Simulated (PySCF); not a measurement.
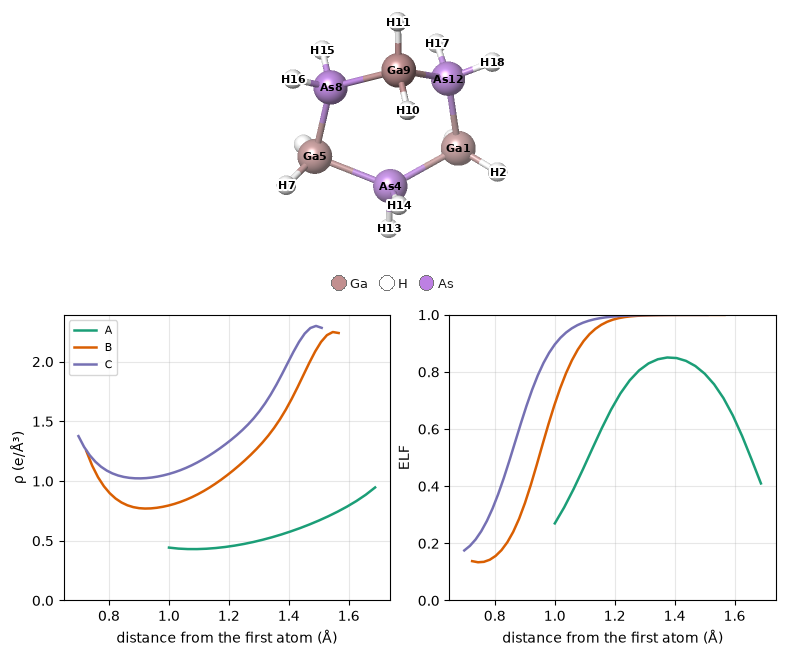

The picture shows: As$_{3}$Ga$_{3}$H$_{12}$ ((H2Ga-mu-AsH2)3). Electron density and ELF along straight lines between neighbouring atoms. The curves leave out the atomic cores. The structure is drawn too.

Geometry: PBE0-D3(BJ)/def2-SVP.

All numbers below come from PySCF, B3LYP/def2-SVPD, SCF density, gas phase.

```yaml
atoms:
  - { symbol: Ga, position_ang: [-2.1423, 1.5228, -0.1746] }
  - { symbol: H, position_ang: [-2.8872, 2.1282, 1.0651] }
  - { symbol: H, position_ang: [-2.5298, 1.7497, -1.6763] }
  - { symbol: As, position_ang: [0.2905, 2.0922, 0.0424] }
  - { symbol: Ga, position_ang: [2.2254, 0.9378, -1.0430] }
  - { symbol: H, position_ang: [2.0142, 1.0500, -2.5919] }
  - { symbol: H, position_ang: [3.5312, 1.3281, -0.2687] }
  - { symbol: As, position_ang: [1.6427, -1.4056, -0.3561] }
  - { symbol: Ga, position_ang: [-0.0465, -2.0554, 1.3752] }
  - { symbol: H, position_ang: [0.2714, -1.1868, 2.6430] }
  - { symbol: H, position_ang: [-0.2384, -3.6100, 1.3575] }
  - { symbol: As, position_ang: [-1.9823, -0.9486, 0.2419] }
  - { symbol: H, position_ang: [0.4106, 3.5579, -0.3040] }
  - { symbol: H, position_ang: [0.5983, 2.2093, 1.5159] }
  - { symbol: H, position_ang: [1.3205, -2.1859, -1.6089] }
  - { symbol: H, position_ang: [2.9314, -2.1133, -0.0126] }
  - { symbol: H, position_ang: [-2.2146, -1.6726, -1.0634] }
  - { symbol: H, position_ang: [-3.2515, -1.3807, 0.9360] }
```

> Which curve belongs to which contact (As–H, Ga–As and Ga–H)? The first atom named is at distance zero.

Curve A: Ga–As (2.50 Å): the density is about 0.47 e/Å³ at the midpoint; the ELF peaks at about 0.85 between the atoms, as expected for a shared electron pair. Curve B: Ga–H (1.57 Å): ρ at the midpoint is about 0.96 e/Å³; the ELF climbs to about 1 towards the hydrogen. Curve C: As–H (1.51 Å): ρ is about 1.2 e/Å³ halfway; the ELF climbs to about 1 towards the hydrogen.
